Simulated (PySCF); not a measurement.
## Electronic structure of C₅H₆NOS₂ (doublet) in real space

The calculation's input:

```
{"job": {"kind": "epr", "basis": "pcH-1"}, "charge": 0, "multiplicity": 2}
N     -0.759413     2.041144    -2.449474
C     -0.633423     1.463129    -1.471134
C     -0.474240     0.701123    -0.262884
C     -1.468361    -0.518811    -0.223787
O     -1.465009    -1.106402     0.973047
C      0.959387     0.167429    -0.133420
C      1.096365    -0.937534     0.902560
S      2.145842    -0.103041     2.101763
S      2.051897     1.410681     0.689212
H     -0.714591     1.332594     0.600335
H     -2.471649    -0.102713    -0.430260
H     -1.218872    -1.206715    -1.056698
H      1.363030    -0.090581    -1.114635
H      1.536862    -1.867624     0.551509
H      0.047759    -1.174690     1.301951
```

Launched as:

```sh
OMP_NUM_THREADS=1 python probes_run.py task.json out
```

Geometry: GFN2-xTB.

Method: UKS B3LYP, pcH-1 on C H N O S, non-relativistic, mean-field spin-orbit, GIAO (PySCF 2.14.0, density-fitted response routines).

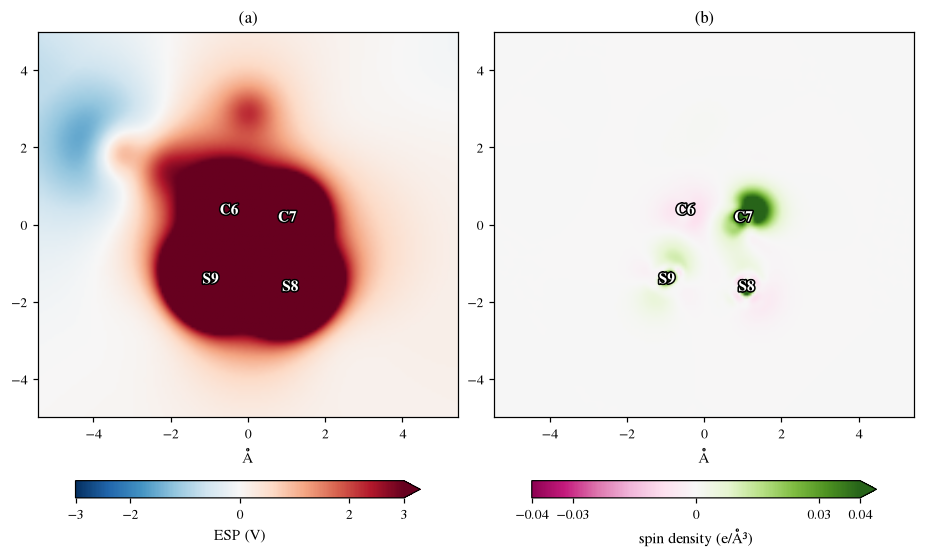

Figure 1. (a) molecular electrostatic potential; (b) spin density on the plane of atoms C7, S8 and S9.

**Describe what can be read from this map.**

- The section cuts through C and S sites.
- The unpaired spin (1 electron) lies mostly on O5 (about 0.5), S8 (about 0.1), C7 (about 0.1) and S9 (about 0.1), in electrons by Hirshfeld's partition.
- Outside the dense part of the molecule the potential is most negative (−1.5 V) near N1, which lies off the plane.

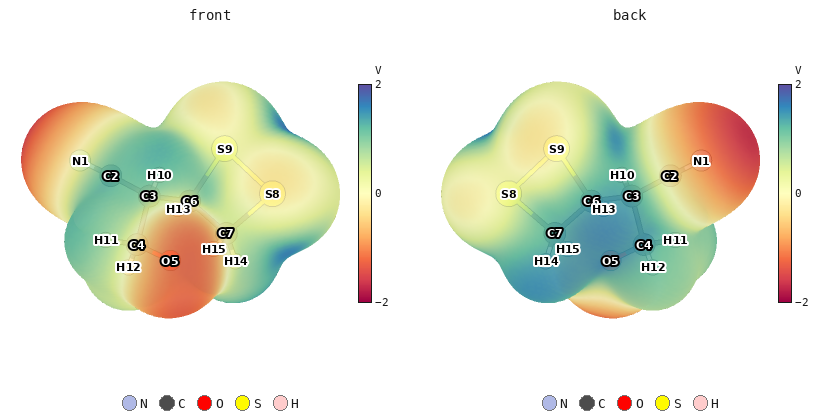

Figure 2. The molecular electrostatic potential painted on the density surface at 0.002 e/bohr³, seen from the front and from behind; red is negative and blue positive.

**Where is the surface potential most negative and most positive?**

The most negative region (about −1.7 V) lies over N1, the most positive (about +1.6 V) over S8 and S9. N1 is the likeliest acceptor of a hydrogen bond.
